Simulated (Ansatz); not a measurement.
## What a change does: single-point calculation on GeBH4Cl

System: GeBH4Cl.
Method of the first run: RKS wB97M-V/def2-TZVPP (Ansatz 0.2.0).

The geometry: displaced from a GFN2-xTB structure. Text and figures count atoms from 1; the logs count them from 0 in places.

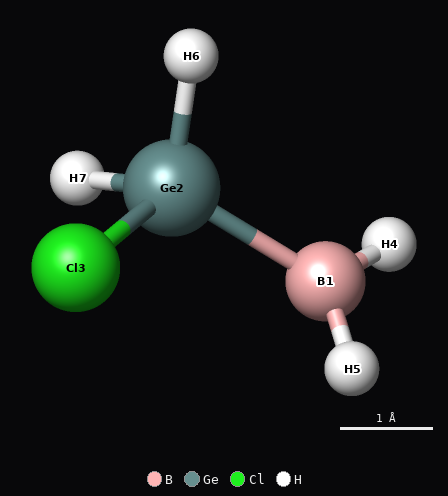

The input geometry (ball-and-stick view, seen at a tilt; atoms are numbered from 1 in the order of the input). Sticks mark near contacts. Bond lengths as drawn: B–Ge 2.03 Å, B–H 1.15 to 1.17 Å, Cl–Ge 2.11 Å and Ge–H 1.49 to 1.52 Å.

### The input, the first run
```yaml
crystal:
  periodic: [false, false, false]
  atoms:
    - {symbol: B, position_ang: [-1.079500, -0.030300, -0.733200]}
    - {symbol: Ge, position_ang: [0.578100, -0.113300, 0.429800]}
    - {symbol: Cl, position_ang: [1.642600, 1.708700, 0.481600]}
    - {symbol: H, position_ang: [-1.783000, -0.958800, -0.809000]}
    - {symbol: H, position_ang: [-1.346900, 0.942800, -1.287800]}
    - {symbol: H, position_ang: [0.334000, -0.445100, 1.891800]}
    - {symbol: H, position_ang: [1.604000, -1.112600, 0.016800]}
basis:
  gaussian: {orbitals: def2-TZVPP}
hamiltonian: {xc: {name: wB97M-V}}
output: {forces: true}
```

Hardware: 4 CPU threads, shared host.

### Output (the first run)
```
Functional definition: wB97M-V
  parameter omega = 0.3/bohr
  parameter cx = 0.15
  parameter cx01 = 1.007
  parameter cx10 = 0.259
  parameter css00 = 0.443
  parameter css04 = -1.437
  parameter css10 = -4.535
  parameter css20 = -3.390
  parameter css43 = 4.278
  parameter cos00 = 1.000
  parameter cos10 = 1.358
  parameter cos20 = 2.924
  parameter cos21 = -8.812
  parameter cos60 = -1.390
  parameter cos61 = 9.142
  parameter b = 6.0
  parameter c = 0.01
  gx(w, u) = 1 - cx + cx01*u + cx10*w
  gss(w, u) = css00 + css04*u^4 + css10*w + css20*w^2 + css43*w^4*u^3
  gos(w, u) = cos00 + cos10*w + (cos20 + cos21*u)*w^2 + (cos60 + cos61*u)*w^6
  exchange = spin_sum(e_x_unif_sr(omega)*gx(b97_w, b97_u_x)) + cx*exact_x_sr(omega) + exact_x_lr(omega)
  correlation = spin_sum(e_c_pw_mod_same_spin*gss(b97_w, b97_u_same))
      + integral(e_c_pw_mod_opposite_spin*gos(b97_w_opposite, b97_u_opposite)) + vv10(b, c)
1101 factors; their error is unknown
232 factors; integrals over basis functions are off by at most 2.7e-5 eV
mean field evaluation 1: about -69777.3656 eV, gradient 2.2e1 eV
mean field evaluation 2: about -69777.8580 eV, gradient 1.9e1 eV
mean field evaluation 4: about -69778.2159 eV, gradient 8.1e-1 eV
mean field evaluation 8: about -69778.3907 eV, gradient 2.6e-1 eV
mean field evaluation 16: about -69778.3908 eV, gradient 3.8e-5 eV
mean field -69778.39083169 eV, -2564.3085655724 hartree, gradient 3.8e-5 eV, S^2 0.000000; 0 other end points of the search recorded, 0 dependent functions left out
the calculation of the forces begins
reference -69778.39088058 eV, -2564.3085673692 hartree; 29, 29 occupied and 148, 148 virtual orbitals, 1101 factors
Total energy: -69778.39088058 eV, -2564.3085673692 hartree
Atom 0 at    -1.079500    -0.030300    -0.733200 Å, force     0.205139    -0.244049     0.384292 eV/Å
Atom 1 at     0.578100    -0.113300     0.429800 Å, force    -0.388330    -0.531104     0.391659 eV/Å
Atom 2 at     1.642600     1.708700     0.481600 Å, force     0.482092     1.070203    -0.049591 eV/Å
Atom 3 at    -1.783000    -0.958800    -0.809000 Å, force    -0.254139    -0.404627    -0.061985 eV/Å
Atom 4 at    -1.346900     0.942800    -1.287800 Å, force    -0.212884     0.710970    -0.472617 eV/Å
Atom 5 at     0.334000    -0.445100     1.891800 Å, force    -0.291178    -0.007506     0.250507 eV/Å
Atom 6 at     1.604000    -1.112600     0.016800 Å, force     0.459300    -0.593886    -0.442267 eV/Å
Dipole moment:    -0.333517    -0.324371    -0.120648 e Å
```

For the second run the input was changed thus:
```diff
-hamiltonian: {xc: {name: wB97M-V}}
+correlation: {method: ccsd_t}
```

How does the second run compare with the first run?

The total energies belong to different methods, so their difference says nothing on which is more stable or more accurate. The largest force goes from 1.175 to 1.198 eV/Å. The dipole moment goes from 2.31 to 2.26 D.

### Output (the second run)
```
Functional definition: HF
  exchange = exact_x
  correlation = 0
1060 factors; integrals over basis functions are off by at most 1.3e-3 eV
mean field evaluation 1: about -69711.6815 eV, gradient 1.7e1 eV
mean field evaluation 2: about -69711.7845 eV, gradient 1.7e1 eV
mean field evaluation 4: about -69713.0068 eV, gradient 3.1e0 eV
mean field evaluation 8: about -69713.0314 eV, gradient 1.5e-1 eV
mean field evaluation 16: about -69712.7536 eV, gradient 7.7e0 eV
mean field -69713.03160589 eV, -2561.9066583266 hartree, gradient 2.2e-6 eV, S^2 0.000000; 0 other end points of the search recorded, 0 dependent functions left out
15 core orbitals not correlated: weight in the atoms' cores, before any rotation towards them, 1.000 or more for the frozen orbitals, at most 0.000 for the correlated occupied ones
reference -69713.03160589 eV, -2561.9066583266 hartree; 14, 14 occupied and 148, 148 virtual orbitals, 1060 factors
second order -14.88924442 eV of doubles, -0.00000000 eV of singles
cycle   1  -15.46692020 eV  change   -5.8e-1 eV  update   8.7e-2
cycle   2  -15.94635245 eV  change   -4.8e-1 eV  update   2.5e-2
cycle   3  -15.99779663 eV  change   -5.1e-2 eV  update   1.2e-2
cycle   4  -15.99033804 eV  change    7.5e-3 eV  update   3.4e-3
cycle   5  -15.99004101 eV  change    3.0e-4 eV  update   1.4e-3
cycle   6  -15.98989586 eV  change    1.5e-4 eV  update   5.4e-4
cycle   7  -15.98990947 eV  change   -1.4e-5 eV  update   2.2e-4
cycle   8  -15.98998466 eV  change   -7.5e-5 eV  update   7.8e-5
cycle   9  -15.98999654 eV  change   -1.2e-5 eV  update   3.0e-5
cycle  10  -15.98998349 eV  change    1.3e-5 eV  update   1.2e-5
cycle  11  -15.98998562 eV  change   -2.1e-6 eV  update   4.5e-6
perturbative correction -0.57755152 eV, -0.0212246269 hartree
the calculation of the forces begins
Total energy: -69729.59914303 eV, -2562.5155040865 hartree
Atom 0 at    -1.079500    -0.030300    -0.733200 Å, force     0.226255    -0.264340     0.406233 eV/Å
Atom 1 at     0.578100    -0.113300     0.429800 Å, force    -0.262599    -0.519233     0.464415 eV/Å
Atom 2 at     1.642600     1.708700     0.481600 Å, force     0.492999     1.090291    -0.048751 eV/Å
Atom 3 at    -1.783000    -0.958800    -0.809000 Å, force    -0.345243    -0.499298    -0.084441 eV/Å
Atom 4 at    -1.346900     0.942800    -1.287800 Å, force    -0.261427     0.819719    -0.548882 eV/Å
Atom 5 at     0.334000    -0.445100     1.891800 Å, force    -0.303337    -0.018987     0.258932 eV/Å
Atom 6 at     1.604000    -1.112600     0.016800 Å, force     0.453351    -0.608153    -0.447506 eV/Å
Dipole moment:    -0.326855    -0.315613    -0.118572 e Å
```

### The two runs side by side

| quantity | the first run | the second run |
| --- | --- | --- |
| outcome | converged | converged |
| total energy (hartree) | −2564.308567 | −2562.515504 |
| dipole moment (D) | 2.31 | 2.26 |
| largest force (eV/Å) | 1.175 | 1.198 |
| basis functions | 177 | 177 |
| wall time (shared host) | 7 s | 3.2 min |
